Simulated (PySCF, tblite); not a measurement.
# CH8NOSSi3 radical: geometry, infrared bands and EPR parameters

Wanted: the infrared bands and EPR parameters of CH8NOSSi3 radical (`[N]=C[SiH2]S[SiH2]O[SiH3]`), by calculation.

Programs: tblite 0.8.0 and PySCF 2.14.0, with density-fitted response routines of our own. Each step states its level of theory. These are calculated values for one molecule in the gas phase, unless marked as measured. Atoms count from 0, in the outputs and in this text.

**1. The molecule as given**

15 atoms, charge 0, multiplicity 2; geometry from: force field or distance geometry start.

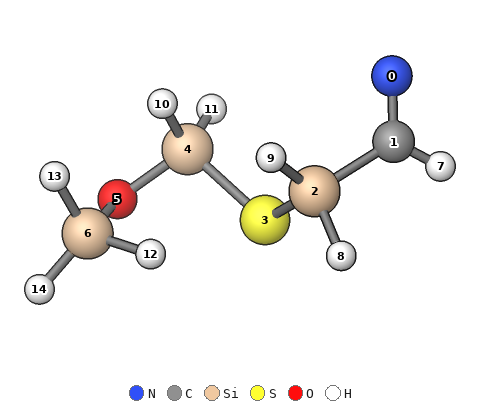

The starting geometry (nitrogen blue, carbon grey, silicon light orange, sulfur yellow, oxygen red, hydrogen white), atoms numbered; sticks join atoms by distance.

**2. Relaxing the molecule with GFN2-xTB**

Job settings and geometry (Å):

```
{"job": {"kind": "relax", "xc": "GFN2-xTB", "basis": "xTB"}, "charge": 0, "multiplicity": 2}
N     -3.411800     0.949600     1.449200
C     -3.334400     0.202500     0.421200
Si    -1.857600     0.306900    -0.687000
S     -0.444800    -1.152600    -0.177700
Si     1.053800    -0.498700     1.209200
O      2.557500    -1.061000     0.575100
Si     2.804500    -0.141500    -0.879900
H     -4.109600    -0.494900     0.243500
H     -2.404700    -0.065400    -2.024900
H     -1.344000     1.661100    -0.796200
H      1.182400     0.966500     1.263700
H      0.820100    -1.054700     2.546300
H      1.480400    -0.120200    -1.530300
H      3.150100     1.217700    -0.449400
H      3.853600    -0.707100    -1.701800
```

Run with:

```bash
OMP_NUM_THREADS=1 python probes_run.py task.json out
```

One launch serves the whole session: the jobs run in the order shown.

What it wrote:

```text
step      E/eV     max force
  0    -589.35749    5.204
  1    -589.56704    6.840
  2    -589.84462    1.113
  3    -589.89923    0.571
  4    -589.96177    0.683
  5    -590.01382    0.577
  6    -590.07789    0.697
  7    -590.15273    0.793
  8    -590.22936    0.855
  9    -590.30213    0.652
 10    -590.36581    0.571
 11    -590.40084    0.558
 12    -590.43792    0.473
 13    -590.48811    0.504
 14    -590.52769    0.423
 15    -590.54673    0.299
 16    -590.55440    0.244
 17    -590.56245    0.239
 18    -590.57203    0.244
 19    -590.58329    0.335
 20    -590.59408    0.249
 21    -590.60245    0.258
 22    -590.60758    0.221
 23    -590.61310    0.186
 24    -590.61861    0.227
 25    -590.62487    0.205
 26    -590.62969    0.188
 27    -590.63312    0.182
 28    -590.63615    0.145
 29    -590.63986    0.188
 30    -590.64408    0.199
 31    -590.64748    0.141
 32    -590.64949    0.123
 33    -590.65119    0.121
 34    -590.65345    0.185
 35    -590.65657    0.205
 36    -590.66090    0.141
 37    -590.66219    0.087
 38    -590.66351    0.075
 39    -590.66487    0.099
 40    -590.66678    0.130
 41    -590.66891    0.140
 42    -590.67084    0.110
 43    -590.67229    0.087
 44    -590.67318    0.106
 45    -590.67415    0.106
 46    -590.67527    0.078
 47    -590.67855    0.074
 48    -590.67965    0.081
 49    -590.68098    0.067
 50    -590.68186    0.081
 51    -590.68291    0.076
 52    -590.68383    0.068
 53    -590.68468    0.079
 54    -590.68554    0.081
 55    -590.68648    0.105
 56    -590.68748    0.098
 57    -590.68849    0.085
 58    -590.68936    0.086
 59    -590.68996    0.084
 60    -590.69065    0.059
 61    -590.69109    0.049
 62    -590.69145    0.057
 63    -590.69175    0.040
 64    -590.69199    0.044
 65    -590.69220    0.046
 66    -590.69242    0.050
 67    -590.69269    0.068
 68    -590.69302    0.060
 69    -590.69334    0.046
 70    -590.69361    0.048
 71    -590.69389    0.052
 72    -590.69428    0.083
 73    -590.69483    0.099
 74    -590.69537    0.086
 75    -590.69577    0.050
 76    -590.69604    0.041
 77    -590.69631    0.050
 78    -590.69671    0.062
 79    -590.69735    0.113
 80    -590.69825    0.119
 81    -590.69934    0.168
 82    -590.70031    0.077
 83    -590.70119    0.057
 84    -590.70151    0.063
 85    -590.70224    0.109
 86    -590.70337    0.203
 87    -590.70488    0.243
 88    -590.70639    0.213
 89    -590.70747    0.268
 90    -590.70843    0.113
 91    -590.70917    0.071
 92    -590.70981    0.088
 93    -590.71033    0.063
 94    -590.71071    0.061
 95    -590.71133    0.089
 96    -590.71184    0.051
 97    -590.71221    0.140
 98    -590.71241    0.050
 99    -590.71262    0.045
100    -590.71298    0.096
101    -590.71348    0.146
102    -590.71429    0.156
103    -590.71495    0.108
104    -590.71530    0.039
105    -590.71550    0.037
106    -590.71570    0.070
107    -590.71599    0.089
108    -590.71639    0.085
109    -590.71690    0.061
110    -590.71738    0.066
111    -590.71778    0.056
112    -590.71807    0.066
113    -590.71832    0.044
114    -590.71870    0.055
115    -590.71937    0.059
116    -590.72018    0.065
117    -590.72085    0.059
118    -590.72134    0.050
119    -590.72175    0.052
120    -590.72224    0.053
121    -590.72287    0.055
122    -590.72346    0.060
123    -590.72390    0.079
124    -590.72429    0.081
125    -590.72486    0.058
126    -590.72587    0.044
127    -590.72637    0.053
128    -590.72684    0.044
129    -590.72711    0.046
130    -590.72730    0.039
131    -590.72749    0.056
132    -590.72781    0.084
133    -590.72832    0.125
134    -590.72884    0.129
135    -590.72944    0.110
136    -590.72987    0.057
137    -590.73016    0.097
138    -590.73046    0.035
139    -590.73071    0.038
140    -590.73099    0.023
141    -590.73110    0.024
142    -590.73125    0.040
143    -590.73143    0.051
144    -590.73160    0.061
145    -590.73172    0.047
146    -590.73180    0.045
147    -590.73185    0.020
148    -590.73189    0.028
149    -590.73194    0.019
150    -590.73200    0.018
151    -590.73205    0.026
152    -590.73219    0.034
153    -590.73239    0.045
154    -590.73266    0.045
155    -590.73291    0.035
156    -590.73308    0.036
157    -590.73325    0.035
158    -590.73356    0.054
159    -590.73418    0.081
160    -590.73536    0.128
161    -590.73632    0.355
162    -590.73585    0.209
163    -590.73912    0.123
164    -590.74011    0.190
165    -590.74081    0.199
166    -590.74137    0.079
167    -590.74168    0.206
168    -590.74217    0.165
169    -590.74307    0.193
170    -590.74367    0.068
171    -590.74422    0.209
172    -590.74502    0.090
173    -590.74605    0.102
174    -590.74700    0.088
175    -590.74046    1.021
176    -590.74806    0.109
177    -590.74873    0.066
178    -590.74416    0.954
179    -590.74982    0.041
180    -590.75055    0.038
181    -590.74426    1.026
182    -590.75139    0.031
183    -590.75202    0.031
184    -590.74384    1.069
185    -590.75284    0.036
186    -590.75346    0.049
187    -590.74537    1.085
188    -590.75433    0.044
189    -590.75495    0.055
190    -590.74853    0.922
191    -590.75588    0.072
192    -590.75653    0.070
193    -590.75015    0.956
194    -590.75748    0.062
195    -590.75813    0.080
196    -590.75472    0.749
197    -590.75938    0.114
198    -590.76016    0.106
199    -590.75723    0.746
200    -590.76168    0.103
201    -590.76259    0.122
202    -590.76193    0.625
203    -590.76505    0.145
204    -590.76627    0.145
205    -590.76691    0.512
206    -590.76994    0.159
207    -590.77190    0.138
208    -590.77526    0.453
209    -590.77891    0.114
210    -590.78556    0.298
211    -590.78474    0.440
212    -590.79197    0.171
213    -590.78584    0.532
214    -590.79768    0.141
215    -590.79774    0.269
216    -590.80055    0.104
217    -590.79876    0.451
218    -590.80276    0.104
219    -590.80372    0.160
220    -590.80575    0.143
221    -590.80699    0.091
222    -590.80821    0.181
223    -590.80913    0.155
224    -590.81024    0.110
225    -590.81185    0.105
226    -590.81297    0.137
227    -590.81402    0.088
228    -590.81473    0.297
229    -590.81641    0.187
230    -590.81774    0.085
231    -590.81844    0.225
232    -590.81923    0.073
233    -590.81962    0.077
234    -590.81998    0.114
235    -590.82021    0.084
236    -590.82052    0.078
237    -590.82088    0.067
238    -590.82127    0.089
239    -590.82179    0.099
240    -590.82235    0.097
241    -590.82285    0.060
242    -590.82327    0.063
243    -590.82361    0.046
244    -590.82377    0.068
245    -590.82385    0.027
246    -590.82393    0.017
247    -590.82405    0.035
248    -590.82409    0.021
249    -590.82414    0.013
250    -590.82416    0.013
251    -590.82418    0.009
```

Wall time 2.6 s (1 thread of Arm Neoverse V1, shared host).

The steps of the relaxation: (not every step is listed)

| step | energy from step 0 (eV) | largest force (eV/Å) |
| --- | --- | --- |
| 0 | 0.0000 | 5.2041 |
| 1 | -0.2096 | 6.8397 |
| 2 | -0.4871 | 1.1135 |
| 3 | -0.5417 | 0.5708 |
| 4 | -0.6043 | 0.6833 |
| 5 | -0.6563 | 0.5768 |
| 6 | -0.7204 | 0.6966 |
| 7 | -0.7952 | 0.7930 |
| 8 | -0.8719 | 0.8548 |
| 31 | -1.2900 | 0.1408 |
| 54 | -1.3280 | 0.0813 |
| 77 | -1.3388 | 0.0503 |
| 100 | -1.3555 | 0.0959 |
| 123 | -1.3664 | 0.0793 |
| 146 | -1.3743 | 0.0455 |
| 169 | -1.3856 | 0.1934 |
| 192 | -1.3990 | 0.0696 |
| 215 | -1.4402 | 0.2688 |
| 238 | -1.4638 | 0.0887 |
| 246 | -1.4664 | 0.0175 |
| 247 | -1.4666 | 0.0354 |
| 248 | -1.4666 | 0.0212 |
| 249 | -1.4667 | 0.0132 |
| 250 | -1.4667 | 0.0129 |
| 251 | -1.4667 | 0.0087 |

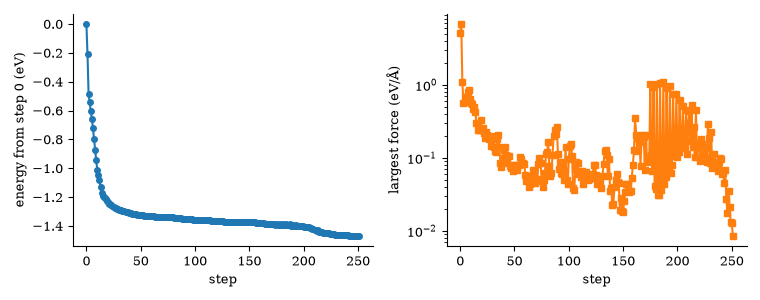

Energy and force, step by step.

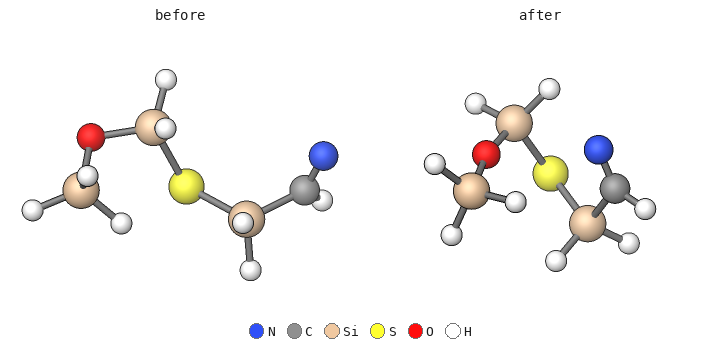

The geometry before (left) and after (right).

Distances of close pairs at the start and the end, largest changes first:

| bond | before (Å) | after (Å) | change (Å) |
| --- | --- | --- | --- |
| Si4–O5 | 1.726 | 1.604 | -0.122 |
| O5–Si6 | 1.739 | 1.625 | -0.114 |
| C1–Si2 | 1.849 | 1.959 | +0.110 |
| N0–C1 | 1.273 | 1.207 | -0.066 |
| S3–Si4 | 2.144 | 2.185 | +0.041 |
| Si2–H8 | 1.493 | 1.455 | -0.037 |
| C1–H7 | 1.058 | 1.092 | +0.034 |
| Si4–H10 | 1.472 | 1.443 | -0.028 |

The next job starts from the end point, and lists it.

**3. Harmonic vibrations with GFN2-xTB**

Job settings and geometry (Å):

```
{"job": {"kind": "ir", "xc": "GFN2-xTB", "basis": "xTB"}, "charge": 0, "multiplicity": 2}
N     -1.089487     1.224302     1.148171
C     -1.834816     1.072800     0.211348
Si    -1.807094    -0.541899    -0.897779
S     -0.974917    -2.133699     0.203768
Si     0.650308    -1.217475     1.341430
O      1.528787    -0.304501     0.357282
Si     2.073988     0.809340    -0.692526
H     -2.578134     1.783684    -0.154108
H     -3.190058    -0.889801    -1.187415
H     -1.031643    -0.155381    -2.072839
H      0.113141    -0.489078     2.465793
H      1.471905    -2.383388     1.628708
H      2.141554     0.128530    -1.987034
H      1.132222     1.924828    -0.721068
H      3.389830     1.179730    -0.182608
```

What it wrote:

```text
mode    cm-1     km/mol
  1      32.0      0.64
  2      54.6      3.63
  3      61.2      6.73
  4      67.6      5.50
  5      85.2      6.05
  6      96.2      8.79
  7     128.2      9.32
  8     152.1     10.38
  9     212.5      9.92
 10     324.6     40.49
 11     416.6     20.46
 12     433.9     87.14
 13     509.9     17.73
 14     520.3     82.39
 15     532.2      5.86
 16     563.6      6.95
 17     571.0     17.14
 18     587.1      2.18
 19     600.5     54.41
 20     610.3     51.95
 21     657.0    215.63
 22     708.9      9.73
 23     733.5    342.20
 24     747.4    110.24
 25     760.3    341.55
 26     766.9    263.96
 27     780.7    303.57
 28     817.4    289.14
 29    1050.7     29.99
 30    1121.5    552.59
 31    1865.6      6.96
 32    2242.7    249.50
 33    2276.6    348.56
 34    2284.0    212.45
 35    2294.7    159.16
 36    2324.9    283.04
 37    2331.8    160.84
 38    2419.8    129.80
 39    2826.7     45.19
```

Run time: 0.78 s. Hardware: 1 thread of Arm Neoverse V1, shared host.

The strongest bands and the atoms that carry them (share of the mass-weighted mode):

| cm⁻¹ | km/mol | atoms |
| --- | --- | --- |
| 734 | 342.2 | H9 31 %, H8 23 %, H11 22 % |
| 760 | 341.6 | H11 33 %, H10 31 %, H14 13 % |
| 767 | 264.0 | H14 48 %, H12 17 %, H13 11 % |
| 781 | 303.6 | H13 47 %, H12 42 % |
| 817 | 289.1 | H12 27 %, H14 26 %, H13 24 %, Si6 13 % |
| 1122 | 552.6 | O5 78 %, Si4 12 % |
| 2277 | 348.6 | H13 54 %, H9 27 %, H14 14 % |
| 2325 | 283.0 | H11 93 % |

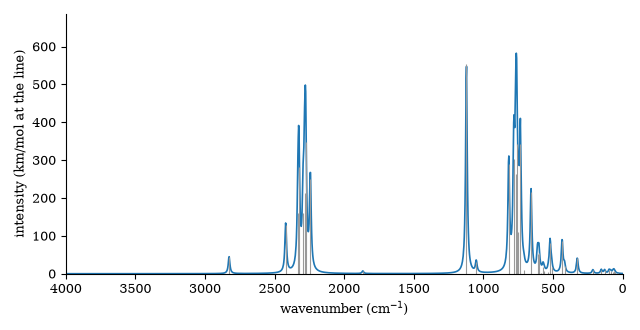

The infrared spectrum from these modes, unscaled. Lines are broadened to a width of 14 cm⁻¹ (Lorentzian).

**4. EPR parameters: B3LYP/pcH-1**

Same as in step 3 but for these lines:

```diff
@@ -1,2 +1,2 @@
-{"job": {"kind": "ir", "xc": "GFN2-xTB", "basis": "xTB"}, "charge": 0, "multiplicity": 2}
+{"job": {"kind": "epr", "basis": "pcH-1"}, "charge": 0, "multiplicity": 2}
 N     -1.089487     1.224302     1.148171
```

With the program's defaults for keys left out, this is: UKS B3LYP, pcH-1 on C H N O S Si, non-relativistic, mean-field spin-orbit, GIAO.

What it wrote:

```text
UKS, coarse grid
  cycle   1  E = -1439.51240518  |g| = 6.68e-01
  cycle   2  E = -1439.13622664  |g| = 1.18e+00
  cycle   3  E = -1439.66291571  |g| = 1.39e-01
  cycle   4  E = -1439.66878731  |g| = 8.29e-02
  cycle   5  E = -1439.67147455  |g| = 3.25e-02
  cycle   6  E = -1439.67193964  |g| = 9.37e-03
  cycle   7  E = -1439.67199477  |g| = 2.90e-03
  cycle   8  E = -1439.67200911  |g| = 1.58e-03
  cycle   9  E = -1439.67201267  |g| = 6.87e-04
UKS, final grid
  cycle   1  E = -1439.67202432  |g| = 6.43e-04
  cycle   2  E = -1439.67202450  |g| = 7.19e-04
  cycle   3  E = -1439.67202480  |g| = 1.62e-04
  cycle   4  E = -1439.67202486  |g| = 1.72e-04
  cycle   5  E = -1439.67202489  |g| = 5.79e-05
  cycle   6  E = -1439.67202489  |g| = 1.74e-05
E = -1439.67202489 Eh   <S^2> = 0.7581 (exact 0.7500)
g shifts (ppm)      1          2          3
  rmc          -210       -210       -210
  gc             48        -10         40
  oz_so       -1567        191       3249
  total       -1729        -28       3080
hyperfine (MHz)  atom isotope    a_iso     a_fc   dipolar eigenvalues
    0   14N      20.05      20.13    -41.30    -32.89     74.19
    1   13C     -63.77     -63.76    -15.53      0.48     15.05
    2  29Si    -178.01    -178.26    -42.89     21.13     21.76
    3   33S       0.58       0.58     -1.22     -1.08      2.30
    4  29Si       2.51       2.51     -1.40      0.26      1.15
    5   17O      -0.57      -0.58     -1.54      0.73      0.82
    6  29Si       0.19       0.19     -0.51      0.22      0.30
    7    1H     291.21     291.23     -5.12     -3.13      8.25
    8    1H      10.85      10.85     -3.02     -1.22      4.24
    9    1H      14.76      14.75     -2.97     -1.19      4.16
   10    1H      20.89      20.90     -4.65     -3.72      8.37
   11    1H       6.42       6.42     -0.95     -0.83      1.78
   12    1H      -0.05      -0.05     -0.76     -0.65      1.41
   13    1H      -0.04      -0.04     -2.24     -2.08      4.32
   14    1H       0.06       0.06     -0.66     -0.64      1.30
```

It took 2.7 min on 1 thread of Arm Neoverse V1, shared host; peak memory 1.2 GiB.

Principal g values 2.00059, 2.00229, 2.00540; g(iso) = 2.00276, against 2.00232 for a free electron.

Hyperfine couplings; where a row names several nuclei, a(iso) is their mean (it holds for fast rotation or exchange) and the dipolar term the largest among them:

| nuclei | isotope | a(iso) (MHz) | a(iso) (G, at g = 2.0023) | largest dipolar term (MHz) |
| --- | --- | --- | --- | --- |
| H7 | 1H | 291.2 | 103.9 | 8.2 |
| Si2 | 29Si | -178.0 | -63.5 | -42.9 |
| C1 | 13C | -63.8 | -22.8 | -15.5 |
| N0 | 14N | 20.1 | 7.2 | 74.2 |
| H10, H11 | 1H | 13.7 | 4.9 | 8.4 |
| H8, H9 | 1H | 12.8 | 4.6 | 4.2 |
| Si4 | 29Si | 2.5 | 0.9 | -1.4 |
| S3 | 33S | 0.6 | 0.2 | 2.3 |
| O5 | 17O | -0.6 | -0.2 | -1.5 |
| Si6 | 29Si | 0.2 | 0.1 | -0.5 |
| H12, H13, H14 | 1H | 0.0 | 0.0 | 4.3 |

Mulliken spin populations:

N0 0.83; C1 -0.16; Si2 0.15; S3 0.01; Si4 0.01; O5 0.00; Si6 0.00; H7 0.14; H8 0.01; H9 0.01; H10 0.01; H11 0.00; H12 0.00; H13 0.00; H14 0.00

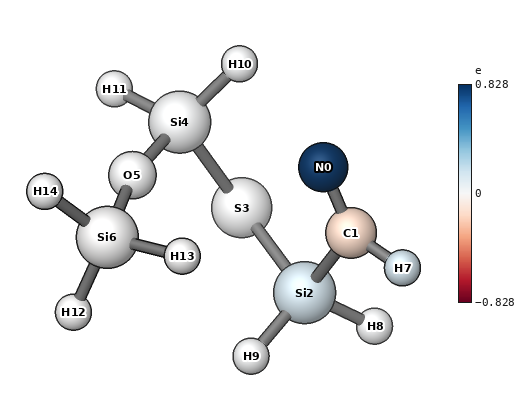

Mulliken spin populations, as colours on the atoms.

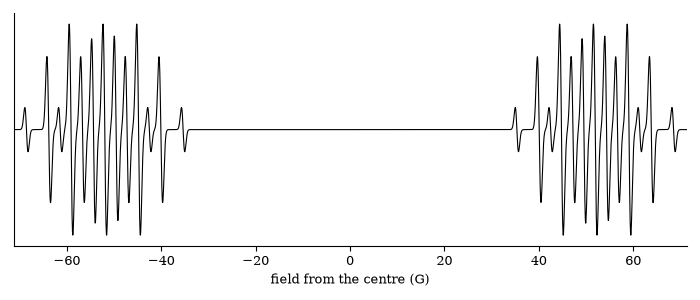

First-order isotropic spectrum (first derivative, main isotopes with spin only, couplings over 0.8 MHz, Gaussian width 0.3 G; couplings of the frozen geometry, rotation of groups not averaged beyond the rows shown).

Orbitals, density, ELF and potential are computed afterwards from the orbital file.

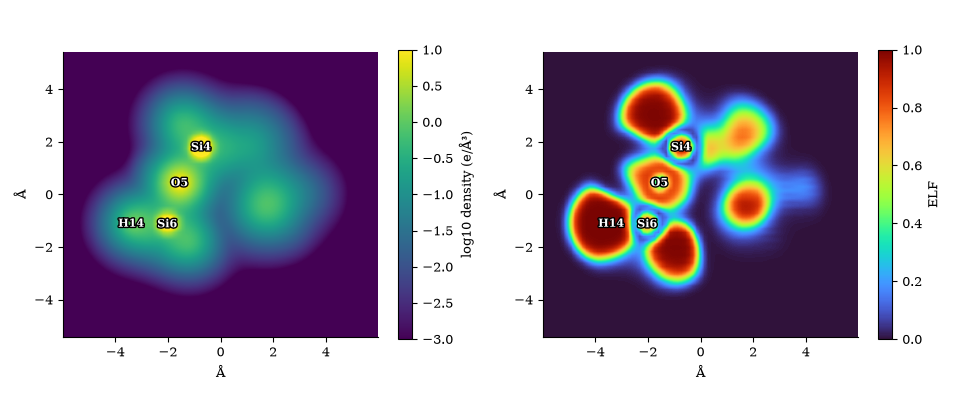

Density (left) and ELF (right) in a plane through or near 4 of the atoms.

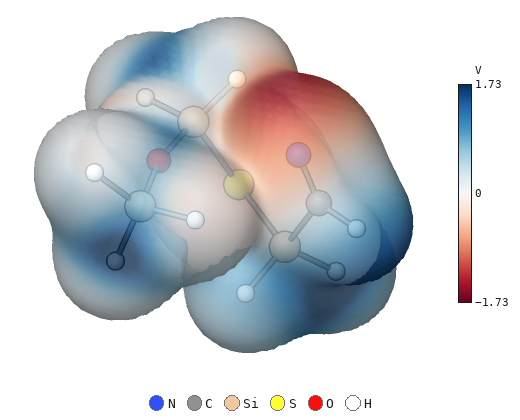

The potential that a unit positive charge feels on the 0.002 e/bohr³ surface, from -1.26 V near N0 to 1.73 V near H7.

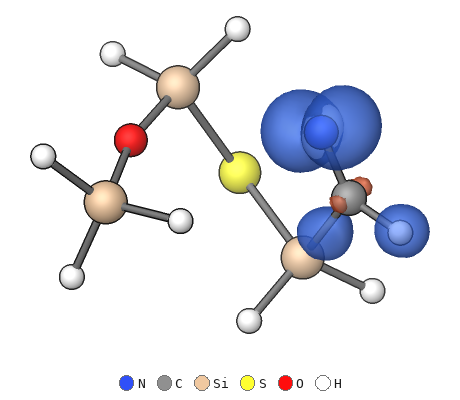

Spin density at ±0.07 e/Å³ (alpha excess blue, beta excess red).

**5. What came out**

| quantity | value |
| --- | --- |
| strongest single infrared mode (GFN2-xTB) | 1122 cm⁻¹, 553 km/mol |
| zero-point energy (GFN2-xTB) | 50.9 kcal/mol |
| g(iso) (B3LYP) | 2.00276 |
| ⟨S²⟩ | 0.758 (exact 0.75) |
| largest a(iso) (averaged by class) | 1H on H7, 291.2 MHz |
| potential on the surface of density 0.002 e/bohr³, 1st and 99th percentile | -1.26 V and 1.73 V |

What this shows: Relaxing lowered the energy by 1.467 eV in 251 steps; the close pair that moved most is Si4–O5, from 1.726 to 1.604 Å. The frame itself reshapes: Si4···Si6 goes from 2.75 to 3.20 Å. No mode is imaginary among the 39: a minimum at this level. The strongest single mode, at 1122 cm⁻¹, moves mainly O5. GFN2-xTB is a fitted tight-binding method: band positions and strengths are rough. Its intensities can rank the bands wrongly. N0 carries the largest spin population, 0.83 e. The isotropic g lies 0.4 ppt above the free-electron value.
